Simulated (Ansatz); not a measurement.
# B4OsW (P-6m2): charge-density difference against the sublattices, by script

The task is a charge-density difference against the sublattices, for B4OsW (P-6m2).

Computed with the Python package of Ansatz 0.2.0. Level of theory: DFT LDA, plane waves, PAW.

## Step 1: The structure

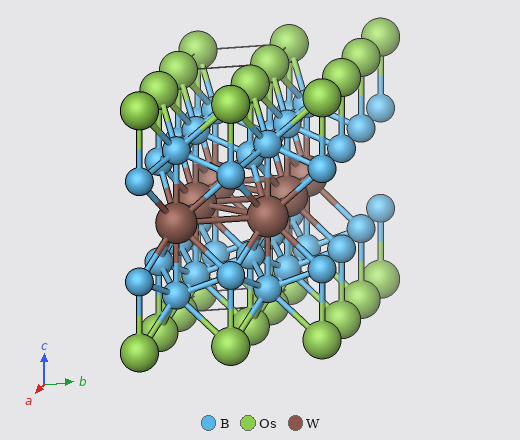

The starting structure, viewed slightly off an axis; boron blue, osmium green, tungsten brown. 3×2×1 cells are drawn. Atoms on cell faces are repeated.

No structure file is read: the coordinates are typed or built in the script.

## Step 2: The code

File drho_b4osw.py:

```python
import warnings

import ansatz as az
import numpy as np

SCF_TOL = 1e-09
OCCUPATIONS = "Fermi-Dirac"
WIDTH_EV = 0.1
XC = "lda"
CUTOFF_EV = 460
KGRID = (9, 9, 3)

VECTORS = np.array([
    [2.920404, 0.0, 0.0],
    [-1.460202, 2.529144, 0.0],
    [0.0, 0.0, 7.523513],
])
SITES = [
    ("B", [0.0, 0.0, 0.707169]),
    ("B", [2 / 3, 1 / 3, 0.798602]),
    ("B", [2 / 3, 1 / 3, 0.201398]),
    ("B", [0.0, 0.0, 0.292831]),
    ("Os", [0.0, 0.0, 0.0]),
    ("W", [2 / 3, 1 / 3, 0.5]),
]


def make_crystal(cell):
    crystal = az.Crystal(lattice=az.Lattice.of(cell))
    for symbol, position in SITES:
        crystal = crystal.atom(symbol, position)
    return crystal

warnings.simplefilter("ignore", az.DeckWarning)

def solve(crystal):
    return (
        crystal.calculation()
        .scf(tolerance=SCF_TOL)
        .occupations(OCCUPATIONS, width=WIDTH_EV)
        .functional(XC)
        .basis(CUTOFF_EV, grid_basis="typed")
        .kpoints(*KGRID)
        .density()
        .run(threads=1)
    )


whole = solve(make_crystal(VECTORS))
difference = whole.density().channels[0].density_e_per_ang3.copy()
binding = whole.report["free_energy_ev"]
for element in ["B", "Os", "W"]:
    part = az.Crystal(lattice=az.Lattice.of(VECTORS))
    for symbol, position in SITES:
        if symbol == element:
            part = part.atom(symbol, position)
    alone = solve(part)
    difference -= alone.density().channels[0].density_e_per_ang3
    binding -= alone.report["free_energy_ev"]
    print(f"{element} sublattice: {alone.report['n_electrons']:g} electrons, {alone.report['n_iterations']} iterations")

voxel = abs(np.linalg.det(VECTORS)) / difference.size
print(f"energy of the crystal less its unpolarised sublattices: {binding / len(SITES):.4f} eV/atom")
print(f"net charge of the difference {difference.sum() * voxel:.5f} e, charge rearranged {0.5 * np.abs(difference).sum() * voxel:.3f} e")
print(f"extremes {difference.min():.4f} and {difference.max():.4f} e/A^3")
for (symbol, position) in SITES:
    index = tuple(int(round(p * n)) % n for p, n in zip(position, difference.shape))
    print(f"  change of the pseudo-density at the grid point nearest {symbol}: {difference[index]:+.4f} e/A^3")
profile = difference.mean(axis=(0, 1))
print("planar mean along the third vector:", np.round(profile[:: max(len(profile) // 12, 1)], 4))
```

## Step 3: The input behind the calls

The engine receives this input (first run):

```yaml
crystal:
  lattice:
    - [2.920404, 0.0, 0.0]
    - [-1.460202, 2.529144, 0.0]
    - [0.0, 0.0, 7.523513]
  atoms:
    - { symbol: B, position: [0.0, 0.0, 0.707169] }
    - { symbol: B, position: [0.6666666666666666, 0.3333333333333333, 0.798602] }
    - { symbol: B, position: [0.6666666666666666, 0.3333333333333333, 0.201398] }
    - { symbol: B, position: [0.0, 0.0, 0.292831] }
    - { symbol: Os, position: [0.0, 0.0, 0.0] }
    - { symbol: W, position: [0.6666666666666666, 0.3333333333333333, 0.5] }
basis:
  ecutwfc: 460.0
  fft_grid_basis: typed
kpoints:
  mp_grid:
    grid: [9, 9, 3]
hamiltonian:
  xc: lda
scf:
  convergence:
    dr2_threshold: 1.0e-09
  occupations:
    method: fermi_dirac
    width: 0.1
output:
  write_density: true
```

## Step 4: Launch

Started as:

```bash
$ python drho_b4osw.py
```

The log of the run:

```text
B sublattice: 12 electrons, 9 iterations
Os sublattice: 16 electrons, 8 iterations
W sublattice: 14 electrons, 8 iterations
energy of the crystal less its unpolarised sublattices: -3.0952 eV/atom
net charge of the difference -0.00000 e, charge rearranged 1.213 e
extremes -0.4262 and 0.2219 e/A^3
  change of the pseudo-density at the grid point nearest B: -0.0594 e/A^3
  change of the pseudo-density at the grid point nearest B: -0.0575 e/A^3
  change of the pseudo-density at the grid point nearest B: -0.0575 e/A^3
  change of the pseudo-density at the grid point nearest B: -0.0594 e/A^3
  change of the pseudo-density at the grid point nearest Os: -0.0320 e/A^3
  change of the pseudo-density at the grid point nearest W: -0.0716 e/A^3
planar mean along the third vector: [-0.0563  0.0082  0.0311 -0.0373 -0.0063  0.0505 -0.0128 -0.0415  0.0189
  0.0423 -0.0346 -0.0069  0.0232 -0.0066]
```

Run time: 3.9 s. Hardware: 1 thread of Intel Xeon 6975P-C (Granite Rapids), shared host; peak memory 0.41 GiB.

## Step 5: Inputs of later runs

The engine's inputs for the other runs:

Run 2, against run 1:

```diff
@@ -11,2 +10,0 @@
-    - { symbol: Os, position: [0.0, 0.0, 0.0] }
-    - { symbol: W, position: [0.6666666666666666, 0.3333333333333333, 0.5] }
```

Run 3, against run 1:

```diff
@@ -7,4 +6,0 @@
-    - { symbol: B, position: [0.0, 0.0, 0.707169] }
-    - { symbol: B, position: [0.6666666666666666, 0.3333333333333333, 0.798602] }
-    - { symbol: B, position: [0.6666666666666666, 0.3333333333333333, 0.201398] }
-    - { symbol: B, position: [0.0, 0.0, 0.292831] }
@@ -12 +7,0 @@
-    - { symbol: W, position: [0.6666666666666666, 0.3333333333333333, 0.5] }
```

Run 4, against run 1:

```diff
@@ -7,5 +6,0 @@
-    - { symbol: B, position: [0.0, 0.0, 0.707169] }
-    - { symbol: B, position: [0.6666666666666666, 0.3333333333333333, 0.798602] }
-    - { symbol: B, position: [0.6666666666666666, 0.3333333333333333, 0.201398] }
-    - { symbol: B, position: [0.0, 0.0, 0.292831] }
-    - { symbol: Os, position: [0.0, 0.0, 0.0] }
```

## Step 6: The runs side by side

From the records of these 4 runs:

```csv
run,system,space group,energy (eV/atom),volume (Å³/atom),SCF cycles,CPU time (s)
1,B4OsW (6 atoms),P-6m2,-3641.5499,9.26,8,1.6
2,B (4 atoms),P-6m2,-147.7551,13.89,9,0.65
3,Os (1 atom),P6/mmm,-11113.9638,55.57,8,0.42
4,W (1 atom),P6/mmm,-10125.7438,55.57,8,0.57
```

Energies are free energies F = E - TS of the smeared occupations. Totals carry meaning only in balanced differences at one level of theory.

## Step 7: Outcome

```
                    quantity            value
crystal less its sublattices  -3.0952 eV/atom
               runs compared                4
```

All 4 runs converged (8 to 9 cycles). For a metal this k-point mesh is coarse: on a finer one energies can move by several to tens of meV an atom and pressures by half a GPa or more, differences at one mesh by less. Spin-orbit coupling, which matters for elements this heavy, is left out. The fields are valence quantities on the plane-wave grid; their values near the nuclei depend on the potentials. This cell is a computed structure, which may not be the phase found in nature. Charge moved counts every rearrangement, bonding and polarisation too, and is no transfer between atoms; the bare sublattices are artificial references.
